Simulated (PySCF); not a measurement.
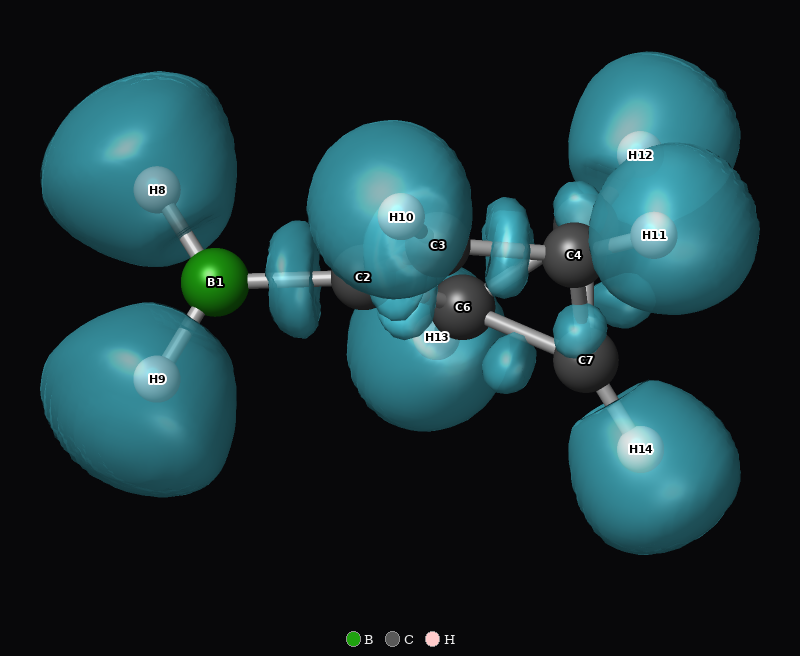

Figure. C6H7B (charge +1, doublet). Isosurface of the ELF at 0.85 (cyan), seen from one side. Only the valence region is drawn (cores and ρ < 0.01 e/Å³ removed).

Geometry: GFN2-xTB.

Theory: UKS B3LYP, pcH-1 on B C H, non-relativistic, mean-field spin-orbit, GIAO in PySCF.

```xyz
14

B     2.2263    0.1555    0.8865
C     0.8079   -0.0476    0.3807
C    -0.0713   -1.1087    0.5924
C    -1.2931   -0.8134   -0.1098
C    -0.9384    0.0677   -1.3243
C     0.0422    0.8744   -0.4747
C    -1.4464    0.7190   -0.1677
H     3.1408   -0.2237    0.2668
H     2.4292    0.7094    1.8948
H     0.1174   -1.9935    1.1731
H    -2.1493   -1.4672   -0.1182
H    -1.0969   -0.0604   -2.3731
H     0.4460    1.8106   -0.8230
H    -2.2151    1.3775    0.1743
```

**Where are the electrons localised?**

At this value the surface marks out one region between bonded B–C atoms (shared pairs), eight regions between bonded C–C atoms (shared pairs) and seven regions around hydrogen nuclei.

Values along the shortest contacts:
C–C (1.39 Å): the ELF peaks at about 0.95 between the atoms: a covalent bond. C–B (1.52 Å): the ELF peaks at about 1 between the atoms (localised, covalent bonding).
